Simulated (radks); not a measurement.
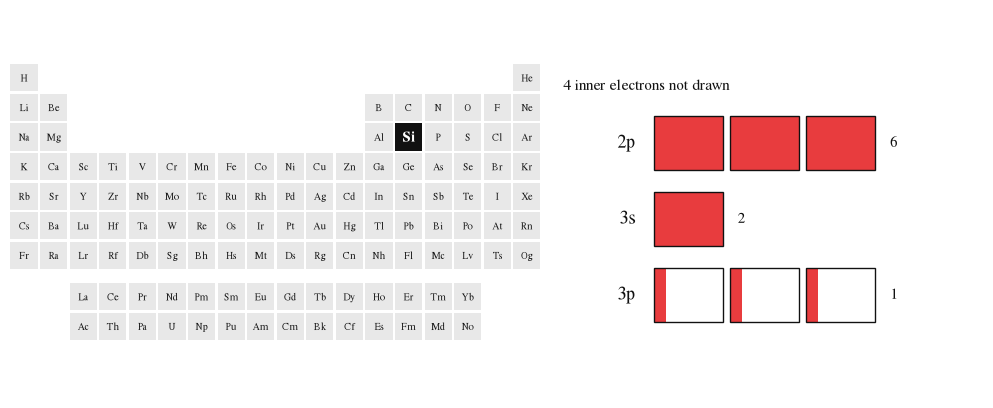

**Figure 1.** Left, the place of silicon in the periodic table; right, the outer shells as the input fills them: a box for each of the 2l + 1 orbitals, shaded by the share of the shell that is filled, with the electron count at the right.

Atomic calculation, with input and output: Si⁺

- system: the Si⁺ ion in the configuration [Ne] 3s2 3p1.
- method: scalar-relativistic Kohn-Sham, PBE, spin-unpolarised, spherical densities, point nucleus (the in-house radial solver radks)

## Input file
```
Z 14
configuration [Ne] 3s2 3p1
relativity scalar-relativistic
functional pbe,pbe
spin unpolarised
nucleus point
c 137.035999084
history 1
mixing 0.5
max_iterations 65
```

Energies in input and log are in hartree, lengths in bohr.

Launched within a batch (the task file carries these settings):
```bash
python <driver script> task.json out
```

## The program's output
```
1s      1   2.0000         -65.98790201
2s      1   2.0000          -5.47570480
2p      1   6.0000          -3.86146388
3s      1   2.0000          -0.69950325
3p      1   1.0000          -0.42834917
Etot -289.5524004301381
Ekin 290.2887945141722
Encl -686.9867428919499
Eh 127.56232955037268
Exc -20.416781602733064
err 2.1419656931444992e-09
it 30
```

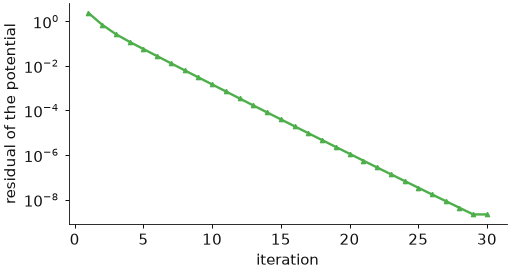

**Figure 2.** Convergence: residual of the potential against the iteration. The residual falls almost steadily, with no more than small rises or pauses. It goes from 2.4 to 2.1×10⁻⁹ in 30 steps.

## Outcome

| quantity | value |
| --- | --- |
| outcome | converged |
| total energy | −289.552400 hartree |
| kinetic energy | 290.288795 hartree |
| electron–nucleus energy | −686.986743 hartree |
| Hartree energy | 127.562330 hartree |
| exchange–correlation energy | −20.416782 hartree |
| radius at density 0.001 e/bohr³ | 3.93 bohr |
| SCF iterations | 30 |
| hardware | 1 thread of Intel Xeon, 149 GiB of memory available, shared host |

## What is odd here

A numerical setting was moved from its usual value: mixing history nhist = 1, mixing factor beta = 0.5. The program ran to the end, and its total energy equals that of the same run with the usual input (−289.55240 hartree) within 10⁻⁵ hartree, so the oddity leaves no trace in it.
